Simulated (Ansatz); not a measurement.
In doubt: masses and optical values from hybrid runs of this build are listed as unsure (in some of the runs), which bears on the screening that GW takes from such a start.

BaZnPF (P4/nmm), computed twice by G0W0.

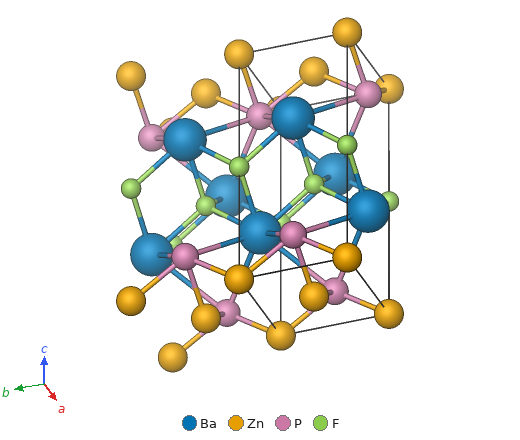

The structure (barium blue, zinc orange, phosphorus pink, fluorine green). 1×2×1 cells are drawn. Some periodic images of atoms are drawn too.

```yaml
crystal:
  lattice:
    - [4.15634, 0.00000, 0.00000]
    - [0.00000, 4.15634, 0.00000]
    - [0.00000, 0.00000, 9.45743]
  atoms:
    - { symbol: Ba, position: [0.50000, 0.00000, 0.33177] }
    - { symbol: Ba, position: [0.00000, 0.50000, 0.66823] }
    - { symbol: Zn, position: [0.50000, 0.50000, 0.00000] }
    - { symbol: Zn, position: [0.00000, 0.00000, 0.00000] }
    - { symbol: P, position: [0.00000, 0.50000, 0.14910] }
    - { symbol: P, position: [0.50000, 0.00000, 0.85090] }
    - { symbol: F, position: [0.50000, 0.50000, 0.50000] }
    - { symbol: F, position: [0.00000, 0.00000, 0.50000] }
```

The cell and positions come from the Crystallography Open Database and are kept as given unless a step says otherwise. Spin-orbit coupling is left out unless a run names it.

The first (Ansatz 0.2.0; start PBE, 6×6×2 mesh, 370 empty bands, screening to 100 eV, PAW set soft_1 files; 1 × NVIDIA H100 80GB HBM3 (shared by 6 runs) with 2 threads of AMD EPYC 7R13 (Zen 3), shared host) gave, on its mesh: starting gap 0.44 eV, G0W0 gap 1.30 eV, RPA ε∞ (mean) 7.15, 65 s.

The second gave: starting gap 1.91 eV, G0W0 gap 1.90 eV, RPA ε∞ (mean) 5.29, 56 s.

Question: What was changed in the input? Choose among start, files, mesh, bands and cutoff, frequency model or another key.

Changed: start from PBE to PBE0 and mesh from 6×6×2 to 4×4×2. A jump of this size in the start, with ε∞ moving the other way, marks another functional. Other changes could give like numbers; this is the one that was made.

Limits: not at the basis limit; d shell near the gap, gap tends to lie low; no spin-orbit coupling; coarse k mesh.

[Paths, hosts, dates, memory and timing lines, banners, echoed tables and standing remarks are left out of the program output.]

[Logs are printed without paths, hosts, clocks, repeated set-up lines and the standing remarks that a program may print on its own settings, such as how far it seeks lower states.]

[Runs of the session that timed out or met a known fault of the program may be left out.]

[Cells called generated may have been cut or substituted from an entry of the Crystallography Open Database or the Materials Project.]

[Hosts, paths, dates, database ids (printed as entryN), source tags and the programs' standing remarks are cut or masked in the printed files.]
